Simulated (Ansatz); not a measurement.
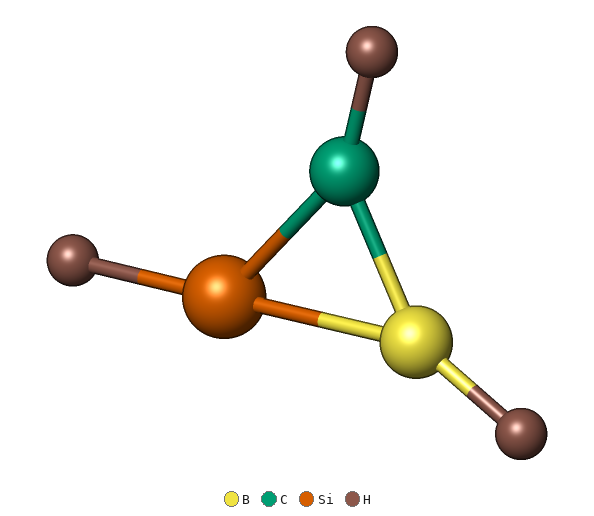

Rendered structure (ball-and-stick style). Every bond is drawn as one stick, whatever its order.

Description:

The molecule is CH3BSi. As SMILES it reads `B1C=[SiH]1`. Independent rings (smallest set): 1 of 3 members. Among its groups: Si–H bond, B–H bond. This geometry has Cs symmetry. All atoms lie on one plane. Coordination, clear cases only: 1 Si T-shaped.

More results for the same structure follow; atom numbers are the same in all pictures, views and colours differ. The computed structure is the end point of a PBE0-D4/def2-TZVP optimisation. No frequency run is at hand to confirm it as a minimum.

Shape

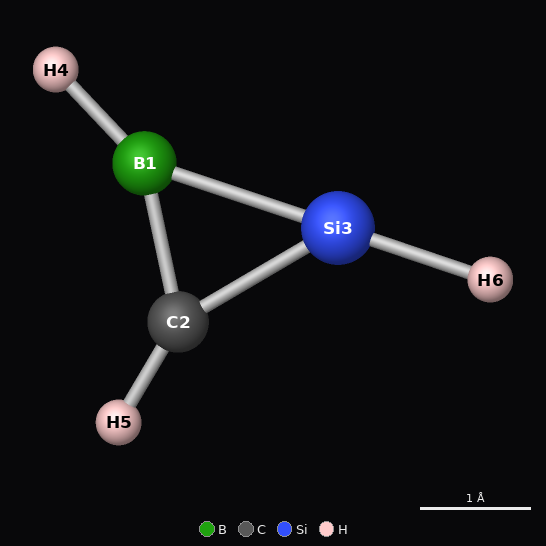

Numbered structure. No frequency run is at hand to confirm it as a minimum.

Give these bond angles: C2–B1–Si3, C2–B1–H4, Si3–B1–H4, B1–C2–Si3, B1–C2–H5, Si3–C2–H5, B1–Si3–C2, B1–Si3–H6, C2–Si3–H6.

| angle | degrees |
| --- | --- |
| C2–B1–Si3 | 60.4 |
| C2–B1–H4 | 147.9 |
| Si3–B1–H4 | 151.7 |
| B1–C2–Si3 | 71.6 |
| B1–C2–H5 | 137.0 |
| Si3–C2–H5 | 151.4 |
| B1–Si3–C2 | 48.0 |
| B1–Si3–H6 | 179.7 |
| C2–Si3–H6 | 131.7 |

Dipole moment

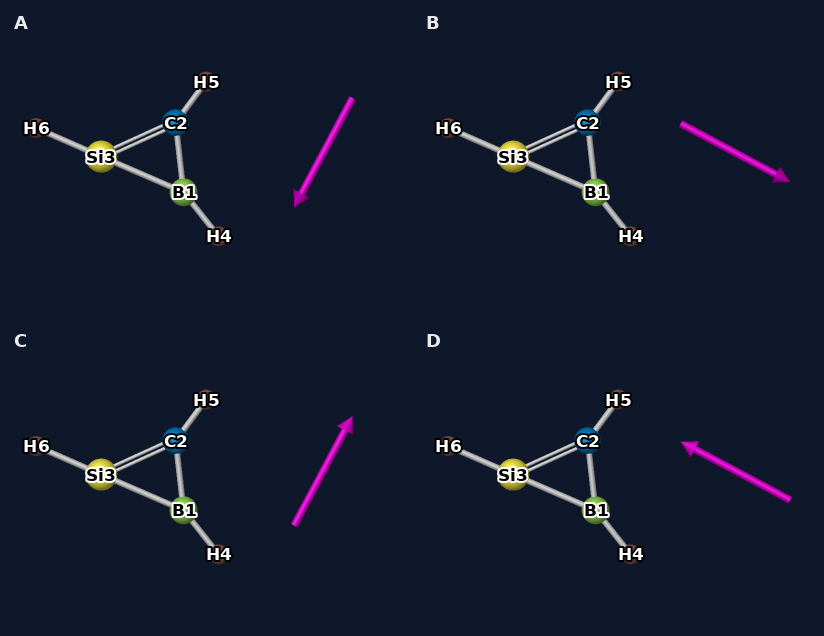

The same molecule four times, each with an arrow. No frequency run is at hand to confirm it as a minimum. Method: RKS PBE0-D4/def2-TZVP (Ansatz 0.2.0).

**Which arrow points along the dipole moment, from the negative to the positive end?**

D. The dipole moment is 1.44 D; it points from the side of H4 to the side of H6 (the outermost atoms at the two ends).

Electronic properties

No frequency run is at hand to confirm it as a minimum. Level of theory: RKS PBE0-D4/def2-TZVPP (Ansatz 0.2.0).

Computed properties:

- HOMO energy (Kohn–Sham orbital): −7.11 eV
- LUMO energy (Kohn–Sham orbital): −1.55 eV
- HOMO–LUMO gap: 5.56 eV

Charges

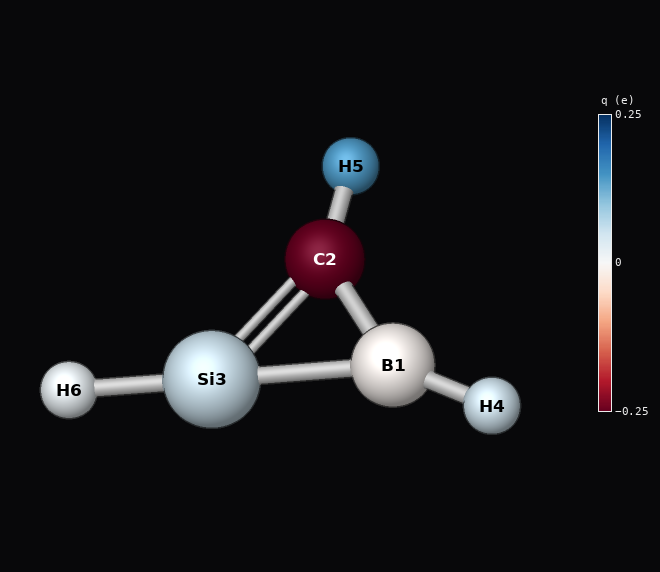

Atoms are coloured by their Mulliken charges. No frequency run is at hand to confirm it as a minimum. Method: RKS PBE0-D4/def2-TZVP (Ansatz 0.2.0).

List the Mulliken charges.

```tsv
atom	value (e)
B1	−0.01
C2	−0.25
Si3	0.05
H4	0.05
H5	0.14
H6	0.02
```

Mulliken values depend strongly on the basis set and can even reverse the polarity of a bond.
